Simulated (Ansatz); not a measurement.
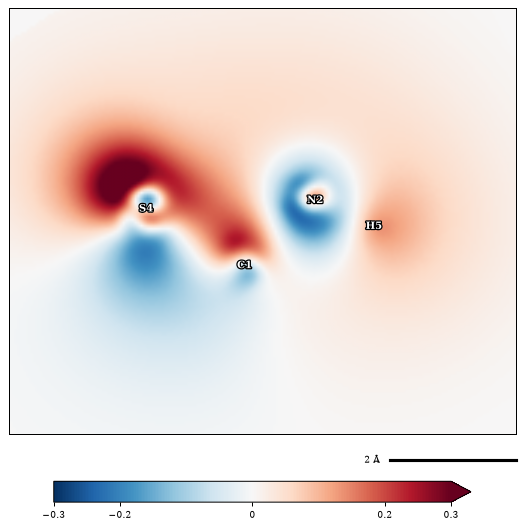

Figure 1: CH6NOS (SMILES [NH3+]CSO) (charge +1). The LUMO on the plane of atoms N2, C1 and S4 (values in Å⁻³ᐟ²; the overall sign is arbitrary).

Geometry: B3LYP/6-31G*.

Level of theory: isolated molecule in a Gaussian basis; Kohn-Sham density functional theory, functional PBE0 (Ansatz 0.2.0).

Input file:

```
basis:
  gaussian:
    orbitals: def2-TZVPD
crystal:
  periodic: [false, false, false]
  atoms:
    - {symbol: C, position_ang: [-2.148350, 0.340558, 0.076870]}
    - {symbol: "N", position_ang: [-1.559542, 0.599267, -1.305668]}
    - {symbol: O, position_ang: [-0.362568, 2.085794, 0.739608]}
    - {symbol: S, position_ang: [-2.020259, 1.879185, 1.016607]}
    - {symbol: H, position_ang: [-1.441644, -0.258485, -1.861506]}
    - {symbol: H, position_ang: [-2.136293, 1.263518, -1.839017]}
    - {symbol: H, position_ang: [-3.196945, 0.053515, -0.028527]}
    - {symbol: H, position_ang: [-1.569388, -0.477616, 0.510830]}
    - {symbol: H, position_ang: [0.126120, 1.844872, 1.550365]}
    - {symbol: H, position_ang: [-0.633422, 1.038517, -1.162517]}
total_charge: 1
hamiltonian:
  xc: {name: PBE0}
output:
  forces: true
  orbitals: {seedname: orbitals}
```

Command:

```sh
ansatz run input.yaml --threads 1 --pin off --max-ram 2610MiB --events-out events.jsonl --progress --plain --runs-dir runs
```

Where does this orbital lie, and at what energy?

Answer. Its weight (Hirshfeld) is mainly on S4 (about 50 %), O3 (about 20 %), H9 (about 5 %) and C1 (about 5 %). Its energy is −5.74 eV.
